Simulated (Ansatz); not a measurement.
# One shape, several levels: [PH2]− (phosphanide)

Aim: a comparison of 6 runs (PBE/3-21G, wB97M-V/3-21G, BHLYP/6-31G*, CAM-B3LYP/6-31G*, FCI/3-21G, FCI/6-31G*) of [PH2]− (phosphanide). 

The calculation is run with Ansatz 0.2.0.

2 further runs of the same task are left out: 2 that didn't finish.

## 1. The molecule

[PH2]−: 3 atoms, total charge -1, spin state singlet. SMILES: `[PH2-]`. The H2–P1 distance was set to 2.690 Å, away from the relaxed value. At this shape a bond of the SMILES string is far longer than usual.

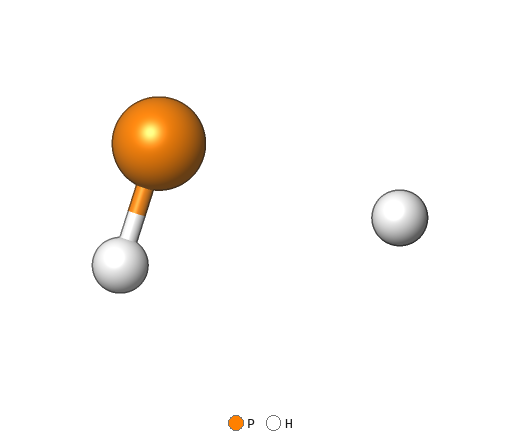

The structure, seen from a chosen angle (phosphorus orange, hydrogen white).

## 2. A single-point energy at PBE/3-21G (run 1)

molecule.yaml reads:

```yaml
basis:
  gaussian:
    orbitals: 3-21G.json
crystal:
  periodic: [false, false, false]
  atoms:
    - {symbol: P, position_ang: [0.892262, -1.577420, 0.324972]}
    - {symbol: H, position_ang: [0.105590, 0.990220, 0.165130]}
    - {symbol: H, position_ang: [-0.211158, -1.980490, -0.330258]}
total_charge: -1
hamiltonian:
  xc: pbe
accuracy: high
```

The basis set 3-21G is read from a file made from the Basis Set Exchange's data (not shown).

Command:

```sh
$ ansatz run molecule.yaml --threads 1 --pin off --max-ram 2610MiB --events-out events.jsonl --progress --plain --runs-dir runs
```

The log of the run:

```text
Warning: RAYON_NUM_THREADS=1 ignored (pool sized by the plan → 1); use --threads N
Functional definition: PBE
  name "PBE"
  parameter kappa = 0.804
  parameter beta = 0.06672455060314922
  exchange = pbe_x(kappa = kappa, mu = beta*pi^2/3)
  correlation = pbe_c(beta = beta)
317 factors; integrals over basis functions are off by at most 4.1e-9 eV
mean field evaluation 1: about -9263.0913 eV, gradient 1.9e1 eV
mean field evaluation 2: about -9250.2867 eV, gradient 4.0e1 eV
mean field evaluation 4: about -9265.1485 eV, gradient 6.9e0 eV
mean field evaluation 8: about -9265.4960 eV, gradient 2.0e-1 eV
mean field evaluation 16: about -9265.4891 eV, gradient 2.0e-5 eV
mean field -9265.48913946 eV, -340.5004455010 hartree, gradient 3.9e-8 eV, S^2 0.000000; 0 other end points of the search recorded, 0 dependent functions left out
reference -9265.48914123 eV, -340.5004455660 hartree; 9, 9 occupied and 8, 8 virtual orbitals, 317 factors
Total energy: -9265.48914123 eV, -340.5004455660 hartree
```

It took 0.5 s on 1 thread of Arm Neoverse V1, shared host.

## 3. A single-point energy at wB97M-V/3-21G (run 2)

run.yaml reads:

```yaml
crystal:
  periodic: [false, false, false]
  atoms:
    - {symbol: P, position_ang: [0.892262, -1.577420, 0.324972]}
    - {symbol: H, position_ang: [0.105590, 0.990220, 0.165130]}
    - {symbol: H, position_ang: [-0.211158, -1.980490, -0.330258]}
basis:
  gaussian:
    orbitals: 3-21G.json
total_charge: -1
hamiltonian:
  xc: {name: wB97M-V}
accuracy: high
```

The basis set 3-21G is read from a file made from the Basis Set Exchange's data (not shown).

Command:

```sh
$ ansatz run run.yaml --threads 1 --pin off --max-ram 2610MiB --events-out events.jsonl --progress --plain --runs-dir runs
```

The log of the run (excerpt; [...] marks lines left out):

```text
Warning: RAYON_NUM_THREADS=1 ignored (pool sized by the plan → 1); use --threads N
Functional definition: wB97M-V
  name "wB97M-V"
[...]
  gx(w, u) = 1 - cx + cx01*u + cx10*w
  gss(w, u) = css00 + css04*u^4 + css10*w + css20*w^2 + css43*w^4*u^3
  gos(w, u) = cos00 + cos10*w + (cos20 + cos21*u)*w^2 + (cos60 + cos61*u)*w^6
[...]
      + integral(e_c_pw_mod_opposite_spin*gos(b97_w_opposite, b97_u_opposite)) + vv10(b, c)
317 factors; integrals over basis functions are off by at most 4.1e-9 eV
127 factors; integrals over basis functions are off by at most 1.9e-9 eV
[...]
mean field -9268.89207574 eV, -340.6255011029 hartree, gradient 1.0e-8 eV, S^2 0.000000; 0 other end points of the search recorded, 0 dependent functions left out
reference -9268.89207812 eV, -340.6255011901 hartree; 9, 9 occupied and 8, 8 virtual orbitals, 317 factors
Total energy: -9268.89207812 eV, -340.6255011901 hartree
```

Wall time 6.9 s (1 thread of Arm Neoverse V1, shared host); peak memory 0.18 GiB.

Runs 3 to 5 aren't shown in full; the table further down has their settings and results.

## 4. The energy at FCI/6-31G(d) (spherical functions) (run 6)

job.yaml reads:

```yaml
crystal:
  periodic: [false, false, false]
  atoms:
    - {symbol: P, position_ang: [0.892262, -1.577420, 0.324972]}
    - {symbol: H, position_ang: [0.105590, 0.990220, 0.165130]}
    - {symbol: H, position_ang: [-0.211158, -1.980490, -0.330258]}
basis:
  gaussian:
    orbitals: 6-31G_st_-spherical.json
total_charge: -1
correlation:
  method: fci
  frozen_orbitals: {H: 0, P: 5}
accuracy: high
```

The basis set 6-31G* is read from a file made from the Basis Set Exchange's data (not shown).

Command:

```sh
$ ansatz run job.yaml --threads 1 --pin off --max-ram 2610MiB --events-out events.jsonl --progress --plain --runs-dir runs
```

The log of the run:

```text
Warning: RAYON_NUM_THREADS=1 ignored (pool sized by the plan → 1); use --threads N
Functional definition: HF
  name "HF"
  exchange = exact_x
  correlation = 0
378 factors; integrals over basis functions are off by at most 3.4e-9 eV
mean field evaluation 1: about -9297.6795 eV, gradient 1.3e1 eV
mean field evaluation 2: about -9297.6801 eV, gradient 1.3e1 eV
mean field evaluation 4: about -9298.4911 eV, gradient 1.2e0 eV
mean field evaluation 8: about -9298.5017 eV, gradient 7.7e-4 eV
mean field -9298.50174249 eV, -341.7136362856 hartree, gradient 2.0e-8 eV, S^2 0.000000; 0 other end points of the search recorded, 0 dependent functions left out; unrestricted orbitals would lower it
mean field evaluation 16: about -9299.2660 eV, gradient 2.4e0 eV
5 core orbitals not correlated: weight in the atoms' cores, before any rotation towards them, 1.000 or more for the frozen orbitals, at most 0.000 for the correlated occupied ones
reference -9298.50174249 eV, -341.7136362856 hartree; 4, 4 occupied and 13, 13 virtual orbitals, 378 factors
state -9302.73100595 eV, -341.8690588511 hartree
Total energy: -9302.73100595 eV, -341.8690588511 hartree
```

Wall time 13 s (1 thread of Arm Neoverse V1, shared host); peak memory 0.31 GiB.

## 5. The series

| run | level | frozen core orbitals | energy (Eh) | wall time |
| --- | --- | --- | --- | --- |
| 1 | PBE/3-21G | – | -340.500446 | 0.5 s |
| 2 | wB97M-V/3-21G | – | -340.625501 | 6.9 s |
| 3 | BHLYP/6-31G* (spherical functions) | – | -342.381509 | 0.71 s |
| 4 | CAM-B3LYP/6-31G* (spherical functions) | – | -342.393077 | 0.85 s |
| 5 | FCI/3-21G | 5 | -340.098434 | 0.77 s |
| 6 | FCI/6-31G* (spherical functions) | 5 | -341.869059 | 13 s |

## 6. Summary of results

| quantity | value |
| --- | --- |
| run 6: total energy | -341.86906 Eh |
| run 6: correlation energy (5 core orbitals frozen) | -155.4 mEh |

**Reading.** Totals of different functionals can't be ranked against each other. All runs together took 23 s, the longest 13 s.
